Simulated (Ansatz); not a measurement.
The parent structure is InP in the zinc blende structure (space group F-43m, No. 216; a = 5.9068 Å).

Structures relaxed with r2SCAN/PAW in Ansatz (a program for electronic structure), no SOC.

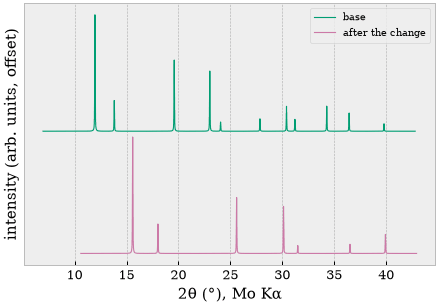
Figure. Simulated powder patterns before (top) and after one change

Problem. Name the change that was made.
A. In → Cd
B. P → Ga
C. In → Ir
D. In → B

Solution. D, In → B. Its volume per atom is 11.67 Å³ against 25.76 Å³, and its space group is F-43m (No. 216).

Whether these cells are dynamically stable was not tested. As relaxed here, CdP, IrP and InGa are hypothetical phases, not in the database extracts checked. The final runs are not spin-polarised. An odd electron count without spin: CdP.
